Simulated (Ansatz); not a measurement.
# Response to strain in hypothetical rock salt GaAs

Consider GaAs in the rock salt structure (space group Fm-3m, No. 225; a = 5.3161 Å; a hypothetical phase, not in the database extracts checked; relaxed with 0.1 eV smearing).

Strains are applied to the cell and any free atomic positions relax.

The values are results of PBE-D3(BJ)/PAW in Ansatz (a program for electronic structure), no SOC, not measurements.

Notes on the quantities. energy relative to the base: free energy F.

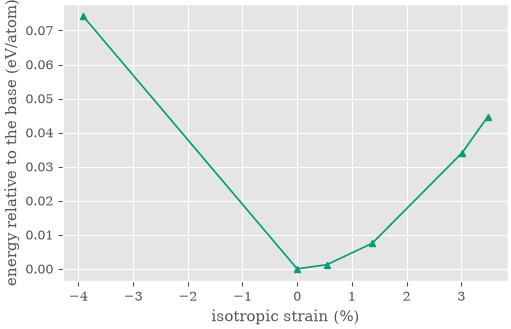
Figure. Energy relative to the base against isotropic strain

Question: From the plot, what is the energy relative to the base for isotropic strain +3.48 %?

Answer: About 0.045 eV/atom.

Question: Is the trend monotonic over the range shown?

Answer: No, it turns within the range, spanning 0 meV/atom to +74 meV/atom.

Whether these cells are dynamically stable was not tested. The base started in Pnma and relaxed to Fm-3m at this level. All final runs are without spin polarisation.
